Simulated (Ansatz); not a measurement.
# CH6ClNSi: what the fields show

Input file:

```
crystal:
  periodic: [false, false, false]
  atoms:
    - { symbol: Si, position_ang: [-0.8279, -0.3885, -0.4938] }
    - { symbol: C, position_ang: [1.1511, 0.3828, -0.0259] }
    - { symbol: "N", position_ang: [-1.1802, 0.1775, 1.0207] }
    - { symbol: H, position_ang: [0.1149, 0.5191, 0.9048] }
    - { symbol: H, position_ang: [-1.1275, 0.1344, -1.8218] }
    - { symbol: Cl, position_ang: [-0.7439, -2.3981, -0.8306] }
    - { symbol: H, position_ang: [1.2721, 1.375, -0.4483] }
    - { symbol: H, position_ang: [1.6282, -0.3149, -0.7084] }
    - { symbol: H, position_ang: [1.7656, 0.3012, 0.8737] }
    - { symbol: H, position_ang: [-2.0525, 0.2115, 1.5297] }
basis:
  gaussian: { orbitals: def2-SVP }
hamiltonian:
  xc: pbe
  dispersion: d4
relax:
  f_tol: 0.15
  max_steps: 25
  restrain:
    - { distance: [3, 1], at: 2.37, k: 30.0 }
    - { distance: [0, 1], at: 1.87, k: 30.0 }
    - { distance: [3, 2], at: 1.02, k: 30.0 }
output:
  orbitals: {}
```

Run with:

```sh
ansatz run input.yaml --threads 2 --pin off --max-ram 3072MiB --backend cpu --events-out ev --progress --plain --runs-dir out
```

The fields are those of the run's last geometry, not of the input's.

Not at a stationary point (largest force 0.7 eV/Å).

All numbers below come from Ansatz 0.2.0, RKS PBE-D4/def2-SVP.

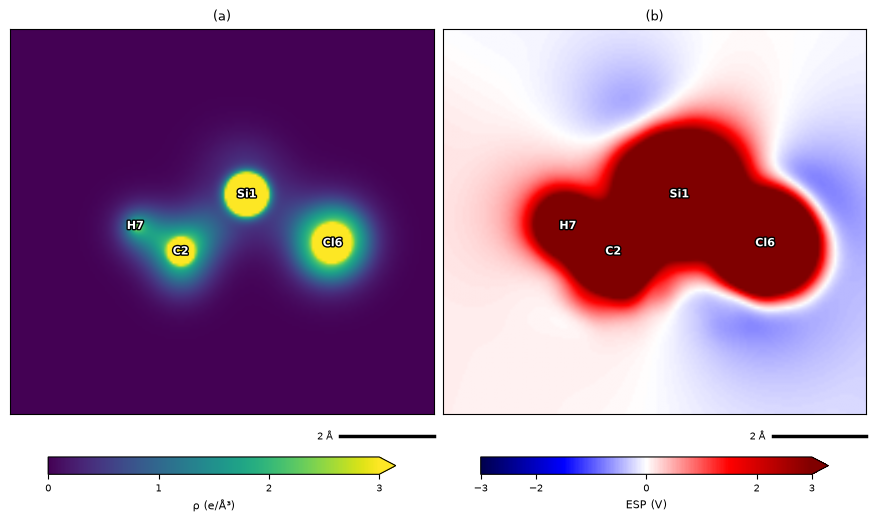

Figure 1. (a) electron density; (b) molecular electrostatic potential on the plane of atoms C2, Si1 and Cl6.

**Interpret the plot.**

- The section cuts through Si, C, Cl and H sites.
- C–Si (1.87 Å): ρ is about 0.96 e/Å³ halfway.
- Si–Cl (2.10 Å): ρ at the midpoint is about 0.79 e/Å³.
- C–H (1.11 Å): the density is about 1.8 e/Å³ at the midpoint.
- Outside the dense part of the molecule the potential is most negative (−0.7 V) near Cl6.

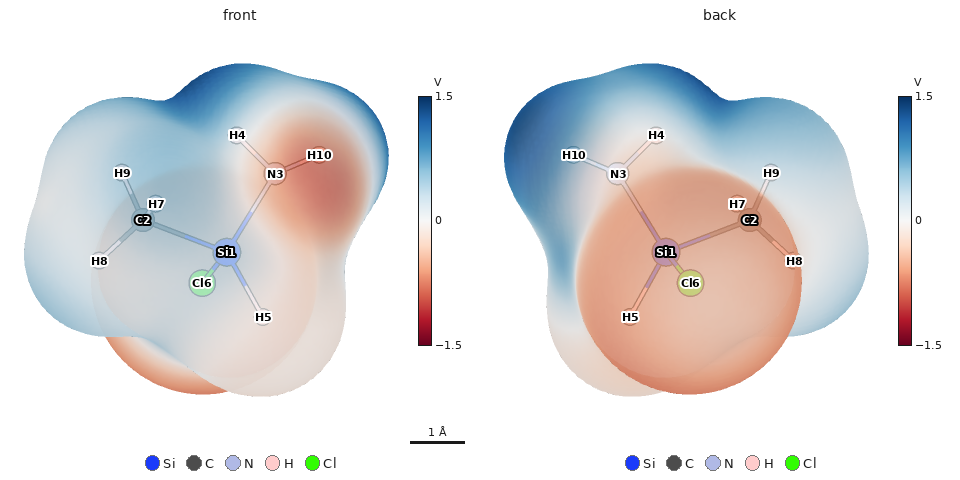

Figure 2. The electrostatic potential painted on the density surface at 0.001 e/bohr³, seen from the front and from behind; red is negative and blue positive.

**Which sites attract a positive test charge, and which a negative one?**

A positive charge is drawn to the negative regions and a negative charge to the positive ones. The most negative region (about −0.8 V) lies over N3, the most positive (about +1.3 V) over H4 and H10.

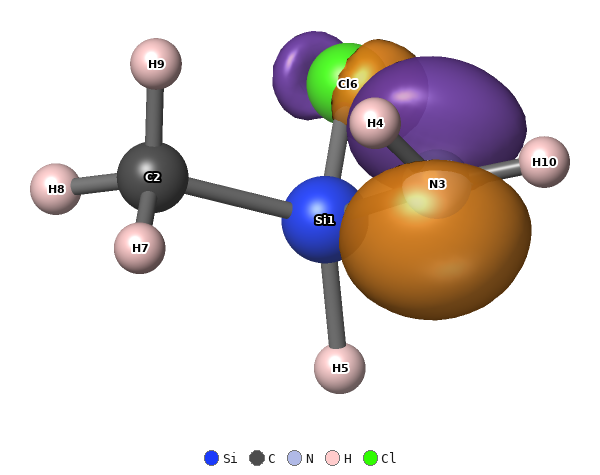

Figure 3. The HOMO at ±0.2 Å⁻³ᐟ² (orange and purple are the two phases), seen from one side.

**Describe this orbital and give its energy.**

Its weight (Hirshfeld) is mainly on N3 (about 65 %) and Cl6 (about 10 %). Its energy is −6.07 eV.
